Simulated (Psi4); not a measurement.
# SiH3Se (SMILES [SiH2][SeH]) at UB3LYP/def2-SV(P) (DKH3, Cholesky decomposition, C-PCM carbon tetrachloride)

What is the energy change on altering one bond length of SiH3Se at UB3LYP/def2-SV(P) (DKH3, Cholesky decomposition, C-PCM carbon tetrachloride)? 

The calculation is run with Psi4 1.11.

1 further run of the same task is left out (set aside as unsound or not needed).

### Step 1. The system as given

The species is SiH3Se (5 atoms), meant as a doublet with charge 0. As SMILES, `[SiH2][SeH]`. The shape is that of a PBE0-D4/def2-TZVP optimisation. This is one conformer, not always the lowest.

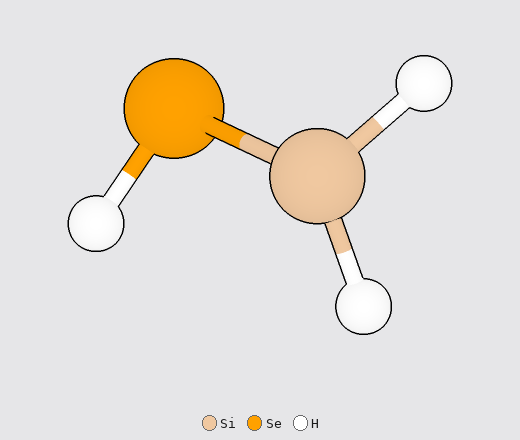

The structure, seen from a chosen angle (silicon light orange, selenium orange, hydrogen white).

### Step 2. A single-point energy at UB3LYP/def2-SV(P) (DKH3, Cholesky decomposition, C-PCM carbon tetrachloride)

run.py

```python
import psi4

psi4.set_memory(1600000000)
psi4.set_num_threads(1)
psi4.core.set_output_file('psi4.out', False)

mol = psi4.geometry("""
0 2
Si     0.11508432    -1.49628515     0.38890564
Se     1.46756131     2.23441217    -1.25080972
H     -2.46476978    -1.24003828     1.49590720
H      0.06462863    -3.27187181    -1.79297215
H      0.91198183     3.63451026     1.08092334
units bohr
symmetry c1
no_reorient
no_com
""")

options = {'reference': 'uks', 'scf_type': 'cd', 'relativistic': 'dkh', 'dkh_order': 3, 'pcm': True}
psi4.set_options(options)
psi4.pcm_helper("""
  Units = Angstrom
  Medium {
    SolverType = CPCM
    Solvent = CCl4
  }
  Cavity {
    Type = GePol
    RadiiSet = UFF
    Scaling = False
    Area = 0.3
    Mode = Implicit
  }
""")

energy_value, wavefunction = psi4.energy("b3lyp/def2-SV(P)", return_wfn=True)
print(f'b3lyp/def2-SV(P) energy: {energy_value:.10f} Eh')
```

Run with:

```
python run.py
```

psi4.out:

```text
[...]
  Running in c1 symmetry.
[...]
  Nuclear repulsion =  147.937373213038853
[...]
  Multiplicity = 2
[...]
  Nalpha       = 26
  Nbeta        = 25
[...]
    Number of basis functions: 56
[...]
   @UKS iter   1: -2713.22927861414973   -1.92052e+00   3.49554e-02 ADIIS/DIIS
[...]
   @UKS iter  10: -2713.98743108550798   -5.55019e-09   2.49291e-07 DIIS
[...]
   @S^2 Observed:                7.519373788E-01
[...]
    Orbital Energies [Eh]
    ---------------------
    Alpha Occupied:
       1A   -459.307712     2A    -66.307809     3A    -59.629935
       4A    -52.812228     5A    -52.811420     6A    -52.809858
       7A     -8.045090     8A     -5.858404     9A     -5.854959
      10A     -5.848377    11A     -5.328780    12A     -3.667405
      13A     -3.664447    14A     -3.662657    15A     -2.093421
      16A     -2.092319    17A     -2.086884    18A     -2.084195
      19A     -2.083306    20A     -0.729118    21A     -0.522550
      22A     -0.401922    23A     -0.354048    24A     -0.329798
      25A     -0.273691    26A     -0.202778
    Alpha Virtual:
[...]
  @UKS Final Energy: -2713.98743108550798
   => Energetics <=
    Nuclear Repulsion Energy =            147.9373732130388532
    One-Electron Energy =               -4064.3346504089886366
    Two-Electron Energy =                1290.3507172217530297
    DFT Exchange-Correlation Energy =     -87.9393270818456756
    Empirical Dispersion Energy =           0.0000000000000000
    VV10 Nonlocal Energy =                  0.0000000000000000
    PCM Polarization Energy =              -0.0015440294658059
    Total Energy =                      -2713.9874310855079784
[...]
 Multipole Moments:
 ------------------------------------------------------------------------------------
     Multipole            Electronic (a.u.)      Nuclear  (a.u.)        Total (a.u.)
 ------------------------------------------------------------------------------------
 L = 1.  Multiply by 2.5417464519 to convert [e a0] to [Debye]
 Dipole X            :        -50.1290653           50.0201057           -0.1089596
 Dipole Y            :        -54.1118051           54.1446219            0.0328167
 Dipole Z            :         36.5741568          -36.2989931            0.2751637
 Magnitude           :                                                    0.2977653
[...]
```

The script printed:

```text
b3lyp/def2-SV(P) energy: -2713.9874310855 Eh
```

Run time: 6 s. Hardware: 1 thread of INTEL XEON PLATINUM 8581C at 2.10GHz (Emerald Rapids), shared host; peak memory 0.37 GiB.

### Step 3. The distorted shape, same level

calc.in

```
memory 1.6 GB

molecule {
  0 2
  Si    -0.15543375    -2.24248697     0.71687705
  Se     1.46756131     2.23441217    -1.25080972
  H     -2.73528786    -1.98624011     1.82387862
  H     -0.20588944    -4.01807364    -1.46500073
  H      0.91198183     3.63451026     1.08092334
  units au
  symmetry c1
  no_reorient
  no_com
}

set {
  reference    uks
  scf_type     cd
  relativistic dkh
  dkh_order    3
  pcm          true
}

pcm = {
  Units = Angstrom
  Medium {
    SolverType = CPCM
    Solvent = CCl4
  }
  Cavity {
    Type = GePol
    RadiiSet = UFF
    Scaling = False
    Area = 0.3
    Mode = Implicit
  }
}

energy_value, wavefunction = energy('b3lyp/def2-SV(P)', return_wfn=True)
print_variables()
```

Run with:

```
psi4 calc.in calc.out -n 1
```

calc.out:

```text
[...]
  Running in c1 symmetry.
[...]
  Nuclear repulsion =  127.721637355311003
[...]
  Multiplicity = 2
[...]
  Nalpha       = 26
  Nbeta        = 25
[...]
    Number of basis functions: 56
[...]
   @UKS iter   1: -2713.12968116416641   -2.08029e+00   3.54690e-02 ADIIS/DIIS
[...]
   @UKS iter  10: -2713.96410760870958   -2.66464e-08   8.83545e-07 DIIS
[...]
   @S^2 Observed:                7.538493737E-01
[...]
    Orbital Energies [Eh]
    ---------------------
    Alpha Occupied:
       1A   -459.300664     2A    -66.332224     3A    -59.621261
       4A    -52.803804     5A    -52.803323     6A    -52.800963
       7A     -8.035005     8A     -5.848051     9A     -5.846092
      10A     -5.837072    11A     -5.349838    12A     -3.689128
      13A     -3.685430    14A     -3.683280    15A     -2.083510
      16A     -2.082721    17A     -2.075551    18A     -2.073935
      19A     -2.072243    20A     -0.697091    21A     -0.532251
      22A     -0.383205    23A     -0.365028    24A     -0.303887
      25A     -0.250208    26A     -0.220364
    Alpha Virtual:
[...]
  @UKS Final Energy: -2713.96410760870958
   => Energetics <=
    Nuclear Repulsion Energy =            127.7216373553110031
    One-Electron Energy =               -4024.2402237256787885
    Two-Electron Energy =                1270.4361498712760294
    DFT Exchange-Correlation Energy =     -87.8791140463406464
    Empirical Dispersion Energy =           0.0000000000000000
    VV10 Nonlocal Energy =                  0.0000000000000000
    PCM Polarization Energy =              -0.0025570632772383
    Total Energy =                      -2713.9641076087095826
[...]
 Multipole Moments:
 ------------------------------------------------------------------------------------
     Multipole            Electronic (a.u.)      Nuclear  (a.u.)        Total (a.u.)
 ------------------------------------------------------------------------------------
 L = 1.  Multiply by 2.5417464519 to convert [e a0] to [Debye]
 Dipole X            :        -46.0018862           45.6918166           -0.3100696
 Dipole Y            :        -42.7303959           42.2053927           -0.5250032
 Dipole Z            :         31.5215178          -31.0514506            0.4700673
 Magnitude           :                                                    0.7698927
[...]
```

It took 5.7 s on 1 thread of INTEL XEON PLATINUM 8581C at 2.10GHz (Emerald Rapids), shared host; peak memory 0.37 GiB.

### Step 4. Results

At UB3LYP/def2-SV(P) (DKH3, Cholesky decomposition, C-PCM carbon tetrachloride):

| quantity | value |
| --- | --- |
| first shape: total energy | -2713.98743 Eh |
| first shape: dipole moment | 0.76 D |
| first shape: HOMO energy (highest over α and β) | -5.52 eV |
| first shape: LUMO energy (lowest over α and β) | -2.81 eV |
| first shape: solvent term in the energy | -4.1 kJ/mol |
| first shape: ⟨S²⟩ | 0.752 |
| distorted shape: total energy | -2713.96411 Eh |
| distorted shape: dipole moment | 1.96 D |
| distorted shape: HOMO energy (highest over α and β) | -6.00 eV |
| distorted shape: LUMO energy (lowest over α and β) | -3.43 eV |
| distorted shape: solvent term in the energy | -6.7 kJ/mol |
| distorted shape: ⟨S²⟩ | 0.754 |
| energy change with the Si1–Se2 bond stretched from 2.272 to 2.727 Å | 0.635 eV |

With the Si1–Se2 bond stretched from 2.272 to 2.727 Å the energy rises by 0.63 eV (14.6 kcal/mol). The first shape isn't relaxed at this level, so the change isn't measured from a minimum. The basis (first shape) was contracted for non-relativistic atoms, which limits what the relativistic Hamiltonian can do in the core. The basis (distorted shape) was contracted for non-relativistic atoms, which limits what the relativistic Hamiltonian can do in the core.
